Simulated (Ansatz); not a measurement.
## PdSb2 (space group Pa-3), energy against volume

PdSb$_{2}$ (space group Pa-3)

Space group Pa-3 (No. 205); a = b = c = 6.464 Å, α = β = γ = 90.00°

| atom | site | symmetry | x | y | z |
|---|---|---|---|---|---|
| Sb | 8c | .3. | 0.3729 | 0.3729 | 0.3729 |
| Pd | 4a | .-3. | 0.0000 | 0.0000 | 0.0000 |

Equation-of-state scan: isotropic scaling of the cell above, V₀ being its volume. The atoms relax within the cell's symmetry.

All values below come from PBEsol (plane waves to 420 eV, PAW, scalar-relativistic; Ansatz, a quantum-chemistry and plane-wave program). k mesh 6×6×6 (Γ-centred), Fermi-Dirac smearing 0.05 eV. Energies are smeared free energies. PdSb2 is run without spin polarisation. PdSb2 was relaxed with its symmetry unable to fall. Spin-orbit coupling is left out, though Sb is heavy. The zero of ΔE is the relaxed starting cell.

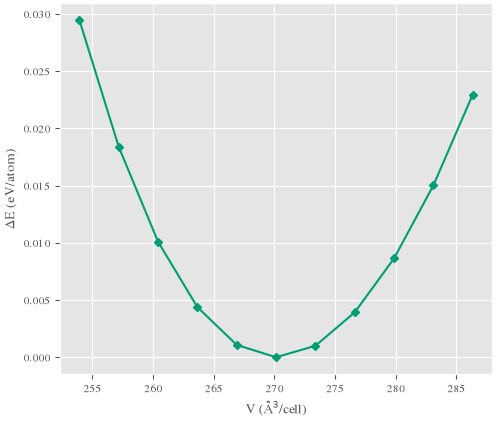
Fig. 1. ΔE (eV/atom) against V (Å³/cell); markers are the computed points, lines only join them.

The equilibrium volume of the fit is 22.51 Å³/atom, the pressure derivative B₀′ (fit) comes out as 5.1 and the bulk modulus B₀ (third-order Birch-Murnaghan fit) is 102 GPa. The energy cost of the largest compression is 29 meV/atom and the pressure at the smallest volume is 7.4 GPa.

(Under strain, the slope of the energy per volume gives the stress and its curvature an elastic modulus.)
